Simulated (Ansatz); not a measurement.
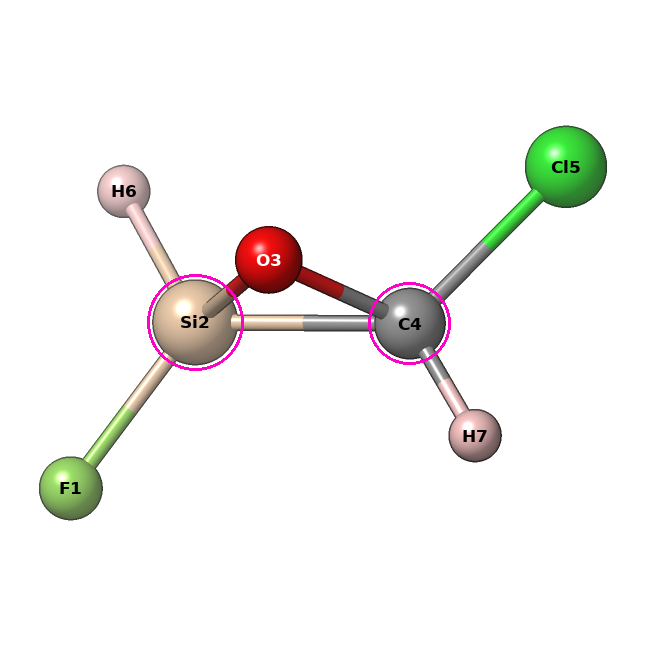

Depth is shown by fading: the farther an atom, the more it takes the colour of the background. Circles mark the stereogenic atoms. The computed structure is the end point of a PBE-D4/def2-SVP optimisation. No frequency run is at hand to confirm it as a minimum.

Q: What are the Cahn–Ingold–Prelog descriptors?

A: Si2: R (priorities F1 > O3 > C4 > H6); C4: S (priorities Cl5 > Si2 > O3 > H7).

Q: Write the isomeric SMILES.

A: F[Si@H]1O[C@@H]1Cl
